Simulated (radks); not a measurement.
**Atomic calculation for In⁺**

The In⁺ ion in the configuration [Kr] 4d10 5s2. Computed at this level: Dirac Kohn-Sham, revPBE, spin-unpolarised, spherical densities, point nucleus (the in-house radial solver radks).

**Results in brief**

```
                       quantity                      value
                        outcome                  converged
                   total energy         −5883.2513 hartree
                 kinetic energy          6182.1635 hartree
        electron–nucleus energy        −14264.1729 hartree
                 Hartree energy          2358.7490 hartree
    exchange–correlation energy        −159.990985 hartree
radius at density 0.001 e/bohr³                  3.99 bohr
                 SCF iterations                         15
                       hardware  1 CPU thread, shared host
```

**Input file**
```
Z 49
configuration [Kr] 4d10 5s2
relativity Dirac
functional pbe_r,pbe
spin unpolarised
j_filling average
nucleus point
c 137.035999084
```

Energies in input and log are in hartree, lengths in bohr.

**Log**
```
1s1/2   1   2.0000       -1019.62283876
2s1/2   1   2.0000        -152.85586900
2p1/2   1   2.0000        -142.54755579
2p3/2   1   4.0000        -134.79861094
3s1/2   1   2.0000         -29.22993423
3p1/2   1   2.0000         -25.07282748
3p3/2   1   4.0000         -23.67297093
3d3/2   1   4.0000         -16.32869362
3d5/2   1   6.0000         -16.04190678
4s1/2   1   2.0000          -4.66752894
4p1/2   1   2.0000          -3.31119606
4p3/2   1   4.0000          -3.06744959
4d3/2   1   4.0000          -0.97530837
4d5/2   1   6.0000          -0.94366288
5s1/2   1   2.0000          -0.54397988
Etot -5883.251319086579
Ekin 6182.163534120223
Encl -14264.172917640124
Eh 2358.7490493222613
Exc -159.99098488893935
err 6.226766697102024e-10
it 15
```

**Orbitals**

| orbital | occupation | energy (eV) | ⟨r⟩ (bohr) | outer maximum (bohr) |
| --- | --- | --- | --- | --- |
| 1s | 2 | −27745.4 | 0.02971 | 0.0192 |
| 2s | 2 | −4159.4 | 0.1281 | 0.109 |
| 2p1/2 | 2 | −3878.9 | 0.1085 | 0.0838 |
| 2p3/2 | 4 | −3668.1 | 0.1137 | 0.0883 |
| 3s | 2 | −795.387 | 0.3483 | 0.316 |
| 3p1/2 | 2 | −682.266 | 0.3394 | 0.302 |
| 3p3/2 | 4 | −644.174 | 0.3504 | 0.312 |
| 3d3/2 | 4 | −444.326 | 0.3222 | 0.257 |
| 3d5/2 | 6 | −436.523 | 0.3258 | 0.259 |
| 4s | 2 | −127.010 | 0.8483 | 0.770 |
| 4p1/2 | 2 | −90.102 | 0.9016 | 0.800 |
| 4p3/2 | 4 | −83.470 | 0.9319 | 0.825 |
| 4d3/2 | 4 | −26.539 | 1.168 | 0.926 |
| 4d5/2 | 6 | −25.678 | 1.185 | 0.936 |
| 5s | 2 | −14.802 | 2.485 | 2.11 |

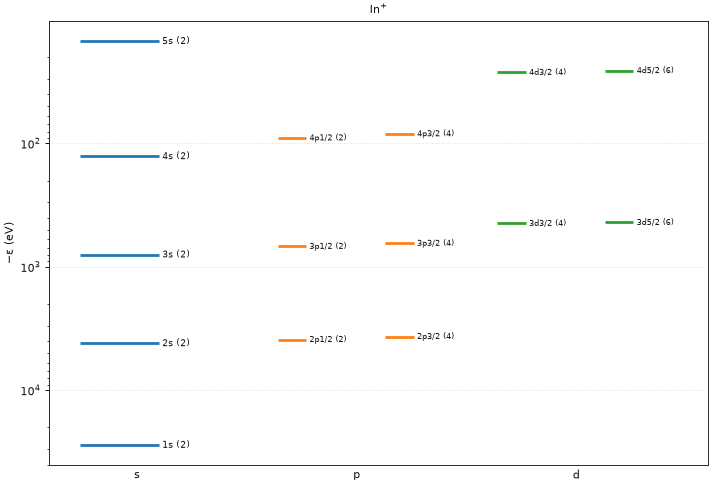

**Figure 1.** All occupied levels, on a logarithmic scale of binding energy, are drawn by angular momentum (occupations in brackets, the lower j at the left of each column). The highest occupied level is 5s at −14.8 eV. The highest 5 occupied levels, from the top down, are 5s (−14.8 eV), 4d5/2 (−25.7 eV), 4d3/2 (−26.5 eV), 4p3/2 (−83.5 eV), 4p1/2 (−90.1 eV). Spin-orbit splittings: 4d 0.861 eV, 4p 6.63 eV, 3d 7.80 eV, 3p 38.1 eV. The measured ionisation energy (NIST) is 18.9 eV; minus the highest level, 14.8 eV, lies 22 % below it, as is usual for a semilocal functional, whose potential decays too fast.

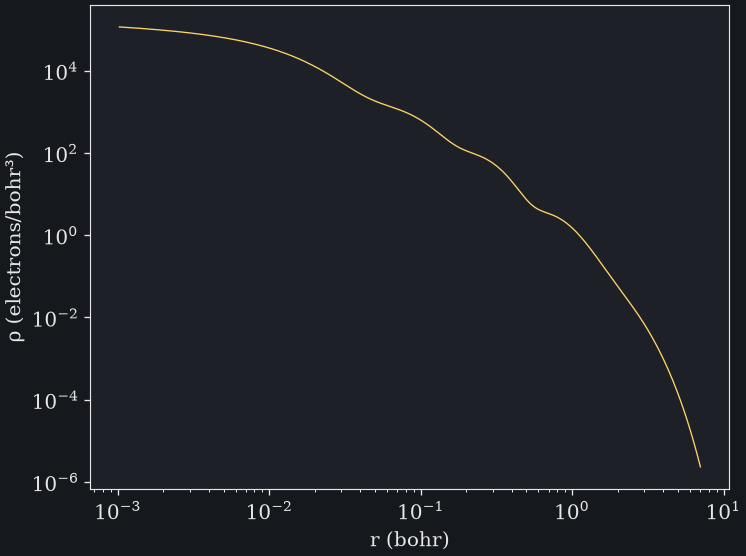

**Figure 2.** The electron density ρ(r) on a logarithmic scale. The density falls from 120000 electrons/bohr³ at the inner end (r = 0.0010 bohr) to 0.001 at r = 3.99 bohr, a common measure of the size of an atom or ion. The highest occupied orbital, 5s (⟨r⟩ = 2.48 bohr, −14.8 eV), is also the most diffuse and sets the fall-off far out: over the last part drawn ln ρ falls by 2.0 per bohr, against 2√(−2ε) = 2.1 for the pure exponential. The steps in the slope mark the shells; the radial density has its minima at 0.041, 0.18 and 0.59 bohr.

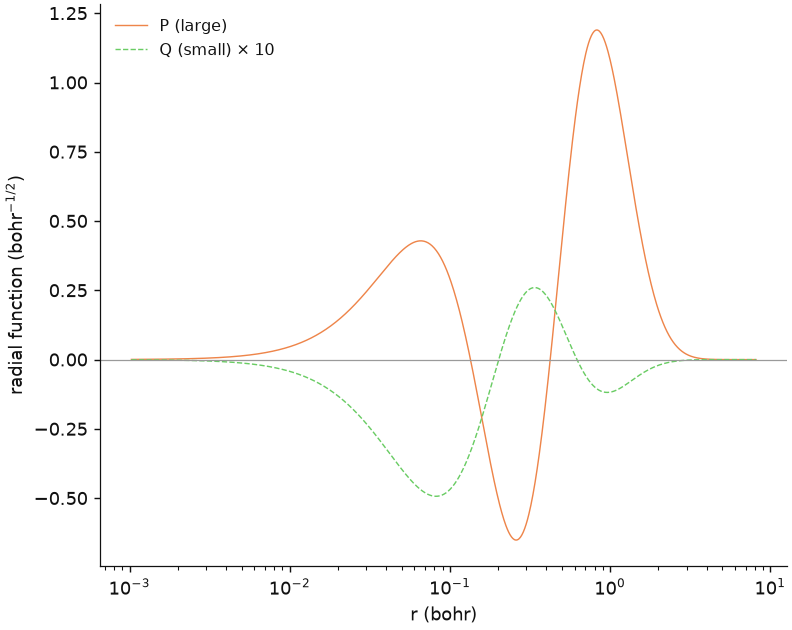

**Figure 3.** The large and small radial components of one occupied spinor. It is 4p3/2. The spinor has κ = −2: the large component has l = 1 and 2 radial nodes (r = 0.134 and 0.422 bohr), the small one has l = 2. The small component carries 0.043 % of the norm; ⟨r⟩ = 0.932 bohr and the eigenvalue is −83.5 eV. The nodes of P give n − l − 1 and its extent picks the shell; Q has as many nodes as P for κ < 0 and one more for κ > 0.

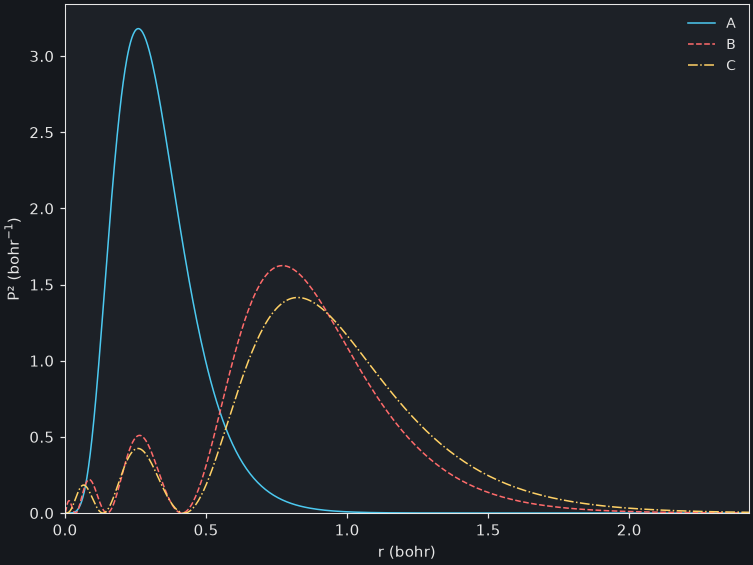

**Figure 4.** The radial probability densities P² (large components) of 4s, 4p3/2 and 3d5/2. A is 3d5/2; B is 4s; C is 4p3/2. 3d5/2: outer maximum at 0.259 bohr, ⟨r⟩ = 0.326 bohr, 0 nodes, eigenvalue −436.5 eV; 4s: outer maximum at 0.770 bohr, ⟨r⟩ = 0.848 bohr, 3 nodes, eigenvalue −127.0 eV; 4p3/2: outer maximum at 0.825 bohr, ⟨r⟩ = 0.932 bohr, 2 nodes, eigenvalue −83.5 eV.
